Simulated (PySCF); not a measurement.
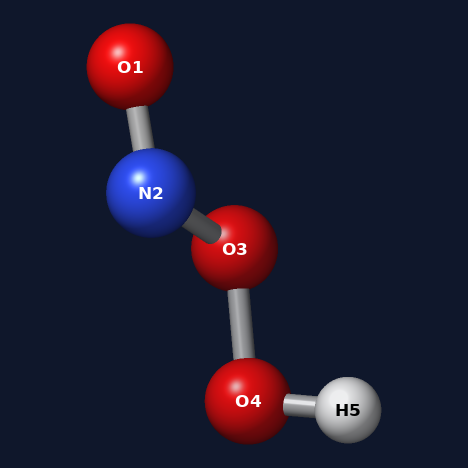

The computed structure is the end point of a PBE0-D3(BJ)/def2-SVP optimisation. No frequency run is at hand to confirm it as a minimum. Method: B3LYP/cc-pVTZ indirect spin-spin coupling, non-relativistic, gas phase (PySCF 2.14.0). Isotopes: 1H, 15N, 17O.

Give the spin–spin coupling constants of these pairs, with the number of bonds between them: O1/N2, N2/O3, O3/O4, O4/H5, O1/O3, N2/O4, O3/H5, O1/O4, N2/H5.

```json
{"pair": "O1, N2", "bonds apart": "1", "J (Hz)": "−42.8"}
{"pair": "N2, O3", "bonds apart": "1", "J (Hz)": "−47.9"}
{"pair": "O3, O4", "bonds apart": "1", "J (Hz)": "−17.6"}
{"pair": "O4, H5", "bonds apart": "1", "J (Hz)": "−26.8"}
{"pair": "O1, O3", "bonds apart": "2", "J (Hz)": "−23.4"}
{"pair": "N2, O4", "bonds apart": "2", "J (Hz)": "0.6"}
{"pair": "O3, H5", "bonds apart": "2", "J (Hz)": "−4.6"}
{"pair": "O1, O4", "bonds apart": "3", "J (Hz)": "−1.8"}
{"pair": "N2, H5", "bonds apart": "3", "J (Hz)": "0.7"}
```
